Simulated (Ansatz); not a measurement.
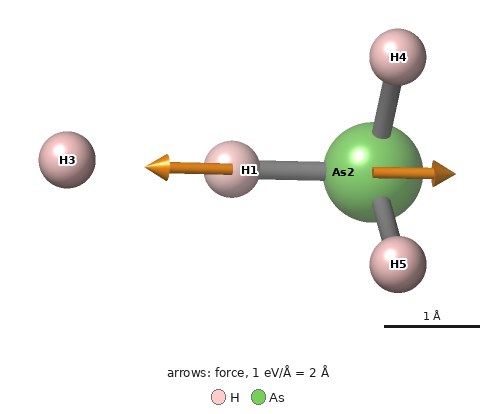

Starting geometry of AsH$_{4}$ (multiplicity 2) with the computed forces as orange arrows. Style: ball-and-stick. Shown face on.

The run prepares an end point of a later path (reaction) calculation, from a guessed geometry.

Level of theory: UKS B3LYP-D4/def2-SVP in Ansatz.

Input file:
```yaml
crystal:
  periodic: [false, false, false]
  atoms:
    - { symbol: H, position_ang: [-0.112866, -0.444522, -0.608626] }
    - { symbol: As, position_ang: [0.428512, 0.942421, -0.332954] }
    - { symbol: H, position_ang: [-0.858554, -2.208987, -0.492707] }
    - { symbol: H, position_ang: [-0.738629, 1.272891, 0.600568] }
    - { symbol: H, position_ang: [1.281537, 0.438096, 0.833619] }
magnetization:
  spin_polarized: true
  initial_magnetization: 1
basis:
  gaussian: { orbitals: def2-SVP }
hamiltonian:
  xc: b3lyp
  dispersion: d4
relax:
  f_tol: 0.03
  max_steps: 50
```

Run as
```bash
ansatz run input.yaml --threads 1 --pin off --max-ram 2048MiB --backend cpu --events-out ev --progress --plain --runs-dir out
```

What follows when this structure is relaxed?

Answer. It isn't relaxed: the largest force vector, on H1, is 0.47 eV/Å. The atoms end up moving mostly along the starting forces (cosine between the two patterns 0.92). Over 16 accepted moves (18 points after the start) the energy falls by 119.5 kJ/mol. Largest force component: 0.43 eV/Å at the start, 0.026 eV/Å at the end. The line search rejected the trial steps at points 7, 17 of the run. The forces were under the threshold at step 16, but the run went on from there. The largest move after the best rigid fit is that of H1, 1.11 Å. By element the largest moves are H 1.11 Å, As 0.61 Å. Some distances before and after: H1–As2 1.514 → 3.225 Å, H1–H3 1.919 → 0.762 Å, As2–H4 1.531 → 1.537 Å. New bonds form: H1–H3 (1.92 → 0.76 Å). Bonds break: H1–As2 (1.51 → 3.23 Å). Cost: 48 s on 1 thread of Arm Neoverse N1 (shared host), peak memory 0.12 GiB.
